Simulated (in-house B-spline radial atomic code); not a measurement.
# N⁴⁺: density, ELF and screening along the radius

Aim: the shell structure of N⁴⁺ in the radial density, the electron localisation function and the screened nuclear charge, under several settings.

Method: several methods, spin-polarised, as named in each step; spherical all-electron atom at the radial basis limit. Code: in-house B-spline radial atomic code version 1.

## Step 1: Starting point

| Quantity | Value |
| --- | --- |
| element | nitrogen (Z = 7) |
| charge | +4 |
| electrons | 3 |
| configuration | [He] 2s1 |
| nucleus | point (non-relativistic runs) or finite (X2C runs) |

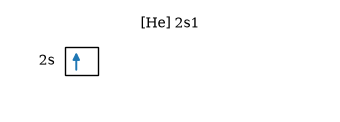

Outer shells as boxes.

Where spins are not typed, each open shell is filled with up spins first.

## Step 2: Hartree-Fock, X2C

Settings of the run:

```ini
Z = 7
electrons = 3.0
configuration = [He] 2s1
hamiltonian = x2c
method = hf
spin_polarised = True
nucleus = fermi
rms_radius = 2.5582
mass_number = 14
atomic_mass = 14.00307400425
speed_of_light = 137.035999084
```

On the command line:

```console
$ python run_scf.py task.json out
```

The settings of every run stand in task.json; they run in order.

## Step 3: TPSSh, X2C

Settings: those of step 2 with these lines changed.

```diff
@@ -4,3 +4,3 @@
 hamiltonian = x2c
-method = hf
+method = tpssh
 spin_polarised = True
```

## Step 4: B97-1, X2C

Settings: those of step 3 with these lines changed.

```diff
@@ -4,3 +4,3 @@
 hamiltonian = x2c
-method = tpssh
+method = b97_1
 spin_polarised = True
```

## Step 5: PW91, X2C

Settings: those of step 4 with these lines changed.

```diff
@@ -4,3 +4,3 @@
 hamiltonian = x2c
-method = b97_1
+method = pw91,pw91
 spin_polarised = True
```

How large is the system in each run, where do the shell borders lie, and what is the highest level?

**Answer**, as computed:

| run | total energy (hartree) | highest level (eV) | radius holding 50 / 90 / 99 % (bohr) | radius at n = 0.001 (bohr) | ELF minima on the full grid (bohr) |
| --- | --- | --- | --- | --- | --- |
| Hartree-Fock, X2C | -48.3553 | -97.780 | 0.288 / 1.23 / 1.97 | 2.15 | 0.51 |
| TPSSh, X2C | -48.4248 | -90.697 | 0.288 / 1.22 / 1.96 | 2.14 | 0.51 |
| B97-1, X2C | -48.4137 | -91.303 | 0.288 / 1.22 / 1.97 | 2.14 | 0.51 |
| PW91, X2C | -48.3776 | -89.682 | 0.289 / 1.22 / 1.97 | 2.15 | 0.51 |

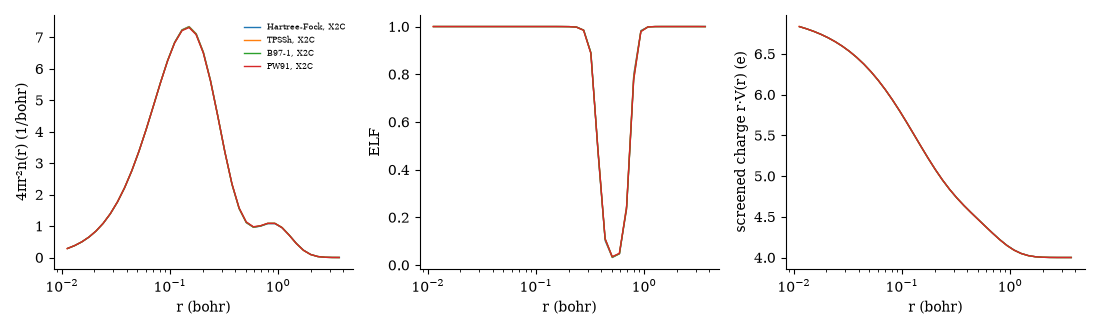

Radial density, ELF and screened nuclear charge of all runs.

What this shows: In the first run ELF has 1 minimum on the grid, which marks the borders between shells. On the record's full grid the screened charge (r times the electrostatic potential) falls from 7.0 near the nucleus to 4.00 at 3.7 bohr; far out it tends to the net charge, 4. The grid is coarse (about 16 % a step), so the places of minima are rough. For X2C runs ELF uses the non-relativistic kinetic energy density, and the fields carry no picture-change correction.
